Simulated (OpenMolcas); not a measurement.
**Saddle-point search, with input and output: PH₂O₃ (charge −1) (part 5 of 5)**

The same run, continued: PH₂O₃, charge −1; HF/6-31G, RHF (OpenMolcas 26.06). The run did not end well. The input holds or restrains some coordinates. The geometry comes from this level: GFN2-xTB.

## Trajectory as extended XYZ (Å, eV, eV/Å), 10 frames, from step=0 to step=9
```
6
Properties=species:S:1:pos:R:3:forces:R:3 step=0 energy=-15409.55425
O     0.7149   -1.3598    0.9383    2.2755  -4.1394   4.3681
P     0.2276   -0.3677   -0.0422    3.1252   2.5358  -0.1867
O    -0.6997   -0.7522   -1.1427   -3.8686  -0.9965  -4.5492
O    -0.4830    0.9157    0.7528   -1.2662   1.5062  -0.0169
H     1.3191    0.3485   -0.5765    0.4826   0.1492  -0.2987
H    -1.0788    1.2155    0.0703   -0.7484   0.9446   0.6835
6
Properties=species:S:1:pos:R:3:forces:R:3 step=1 energy=-15410.09833
O     0.7761   -1.3545    1.0106    0.2911  -2.1764   1.9716
P     0.2039   -0.4008   -0.0428    3.2019   1.7635  -0.6459
O    -0.6920   -0.7156   -1.2589   -2.1266  -0.7529  -1.5082
O    -0.4432    0.9749    0.7133   -1.3640   0.4862  -0.0673
H     1.3309    0.2768   -0.5739    0.3194   0.0134  -0.2189
H    -1.1757    1.2192    0.1516   -0.3218   0.6662   0.4688
6
Properties=species:S:1:pos:R:3:forces:R:3 step=2 energy=-15410.39521
O     0.6874   -1.3495    1.0818    0.3829  -0.9039   0.3497
P     0.2857   -0.3748   -0.0779    0.5227   0.8369   0.0383
O    -0.7076   -0.6712   -1.2678   -0.6183  -0.5063  -0.5798
O    -0.4248    1.0034    0.6716   -0.4375   0.3497  -0.2823
H     1.4256    0.2543   -0.6468    0.2314  -0.1168   0.1906
H    -1.2663    1.1377    0.2391   -0.0813   0.3404   0.2835
6
Properties=species:S:1:pos:R:3:forces:R:3 step=3 energy=-15410.42377
O     0.6982   -1.3493    1.1029   -0.2720  -0.2344  -0.3554
P     0.2741   -0.3755   -0.0853    0.4938   0.5082  -0.2978
O    -0.6879   -0.6836   -1.3360   -0.0681  -0.3418   0.5940
O    -0.4074    1.0617    0.6208   -0.3001  -0.2358  -0.2575
H     1.4379    0.2173   -0.6349    0.1850  -0.0004   0.1753
H    -1.3150    1.1293    0.3326   -0.0385   0.3042   0.1415
6
Properties=species:S:1:pos:R:3:forces:R:3 step=4 energy=-15410.45241
O     0.6462   -1.3553    1.1030   -0.0732   0.2512  -0.6704
P     0.3018   -0.3612   -0.1116   -0.7063   0.0192  -0.0230
O    -0.6905   -0.7175   -1.3426    0.5298  -0.0657   0.7310
O    -0.3962    1.1009    0.5545    0.0781  -0.3394  -0.1974
H     1.4804    0.2273   -0.6269    0.1202  -0.0081   0.1268
H    -1.3416    1.1058    0.4236    0.0515   0.1427   0.0331
6
Properties=species:S:1:pos:R:3:forces:R:3 step=5 energy=-15410.47783
O     0.6350   -1.3606    1.0762   -0.0205   0.2358  -0.3408
P     0.2976   -0.3529   -0.1211   -0.5105  -0.1803   0.0336
O    -0.6836   -0.7521   -1.3359    0.3866   0.1012   0.4097
O    -0.3948    1.1157    0.5268    0.1041  -0.2856  -0.1331
H     1.4915    0.2332   -0.6050    0.0181   0.0339   0.0185
H    -1.3456    1.1166    0.4591    0.0223   0.0949   0.0121
6
Properties=species:S:1:pos:R:3:forces:R:3 step=6 energy=-15410.48736
O     0.6361   -1.3667    1.0618   -0.0012   0.0850  -0.0661
P     0.2900   -0.3574   -0.1217   -0.1215  -0.0151   0.0192
O    -0.6767   -0.7684   -1.3301    0.1221   0.0648   0.1077
O    -0.3902    1.1132    0.5182   -0.0234  -0.1779  -0.0430
H     1.4819    0.2462   -0.5920    0.0124  -0.0269  -0.0335
H    -1.3411    1.1331    0.4638    0.0116   0.0701   0.0155
6
Properties=species:S:1:pos:R:3:forces:R:3 step=7 energy=-15410.48889
O     0.6367   -1.3655    1.0587    0.0121   0.0342   0.0364
P     0.2887   -0.3565   -0.1209   -0.0316  -0.0086  -0.0113
O    -0.6690   -0.7702   -1.3298   -0.0023   0.0267  -0.0165
O    -0.3943    1.1099    0.5178    0.0082  -0.0867  -0.0002
H     1.4828    0.2410   -0.5952   -0.0050   0.0128  -0.0024
H    -1.3449    1.1413    0.4693    0.0187   0.0215  -0.0060
6
Properties=species:S:1:pos:R:3:forces:R:3 step=8 energy=-15410.48926
O     0.6357   -1.3634    1.0616    0.0128   0.0166   0.0131
P     0.2887   -0.3583   -0.1216   -0.0321   0.0238  -0.0041
O    -0.6672   -0.7696   -1.3324   -0.0066  -0.0024  -0.0164
O    -0.3941    1.1066    0.5173    0.0175  -0.0425   0.0148
H     1.4813    0.2418   -0.5967    0.0016  -0.0010   0.0054
H    -1.3443    1.1430    0.4719    0.0068   0.0057  -0.0128
6
Properties=species:S:1:pos:R:3:forces:R:3 step=9 energy=-15410.48934
O     0.6352   -1.3612    1.0628    0.0070   0.0047   0.0001
P     0.2881   -0.3586   -0.1226   -0.0178   0.0156   0.0053
O    -0.6666   -0.7699   -1.3345   -0.0025  -0.0048  -0.0059
O    -0.3940    1.1052    0.5173    0.0145  -0.0176   0.0138
H     1.4813    0.2412   -0.5969   -0.0003  -0.0004   0.0008
H    -1.3440    1.1433    0.4738   -0.0009   0.0025  -0.0141
```

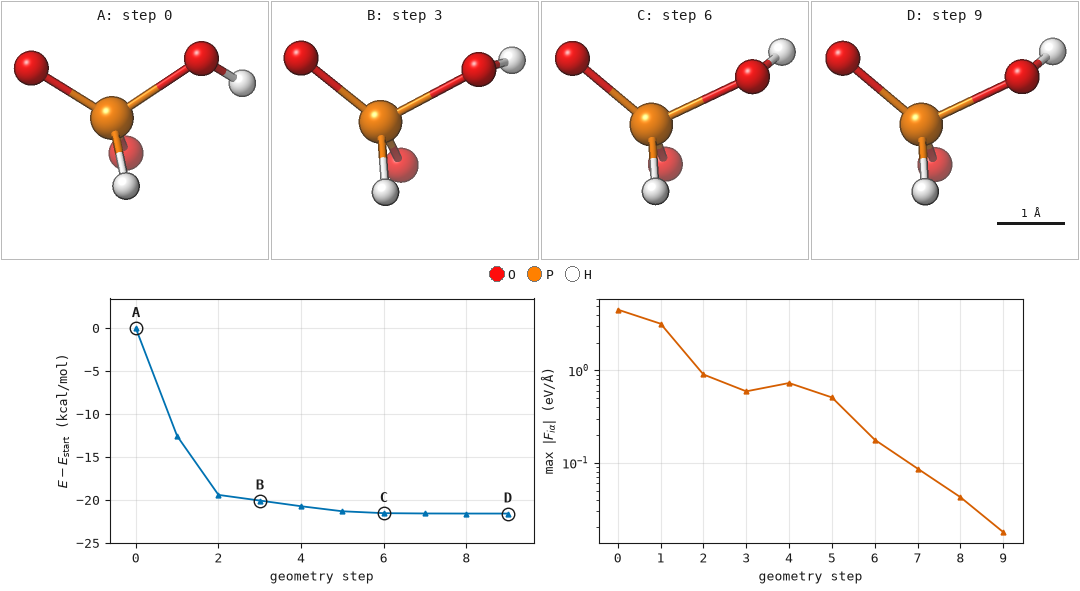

Fig. 1: Frames of the saddle-point search (ball-and-stick view, seen at a tilt) above the curves, on which the letters mark them (steps are counted from 0).

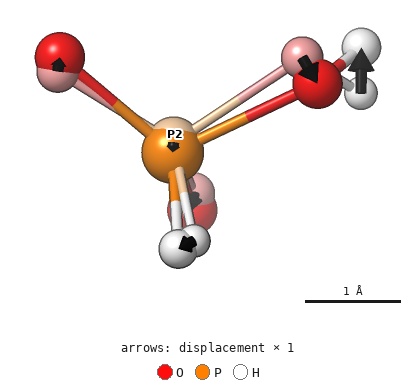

Fig. 2: Start (faint) and end (solid) with the displacements as black arrows, at true length (ball-and-stick view, seen at a tilt). The two geometries are laid on each other by the best rigid fit. The relaxation stopped without meeting its thresholds, so the last structure isn't shown to be converged. After 9 geometry steps the energy has fallen by 21.6 kcal/mol. The largest force component goes from 4.5 to 0.018 eV/Å. The largest move after the best rigid fit is that of H6, 0.49 Å. Largest moves by element: H 0.49 Å, O 0.32 Å, P 0.10 Å. Among the contacts that change: O1–P2 1.478 → 1.591 Å, P2–O3 1.490 → 1.597 Å, P2–O4 1.669 → 1.737 Å, P2–H5 1.411 → 1.417 Å. Among the angles that change: P2–O4–H6 99.6° → 114.1°. (Atoms are counted from 1 in the order of the input.)

The run was set up as follows.

## Input file
```
* H2O3P Hartree-Fock

&GATEWAY
  Coord
  6
  angstrom
  O        0.714860      -1.359840       0.938330
  P        0.227570      -0.367700      -0.042200
  O       -0.699720      -0.752210      -1.142740
  O       -0.483020       0.915680       0.752800
  H        1.319120       0.348530      -0.576460
  H       -1.078800       1.215540       0.070270
  Basis = 6-31G
  Group = NoSym
>>> EXPORT MOLCAS_MAXITER=50
>>> Do While

&SEWARD

&SCF
  Charge = -1
  PrOrbitals = 0

&SLAPAF
  FindTS
  TSConstraints
  a = Dihedral H6 O4 P2 O1
  Value
  a = -99.2 degree
  End of TSConstraints
>>> EndDo
>>> COPY $Project.Opt.xyz $CurrDir/final.xyz
>>> COPY $Project.slapaf.h5 $CurrDir/final.slapaf.h5

&MCKINLEY
```

Command:
```bash
export MOLCAS_MEM=1860
pymolcas run.inp > run.log
```

## What the run reported

| quantity | value |
| --- | --- |
| outcome | not converged |
| basis functions | 44 |
| hardware | 1 thread of Arm Neoverse V2, 24 GiB of memory available, shared host |
| wall time | 20 s |
| peak memory | 0.38 GiB |

## Diagnosis

The run did not converge. Its last values are not results.
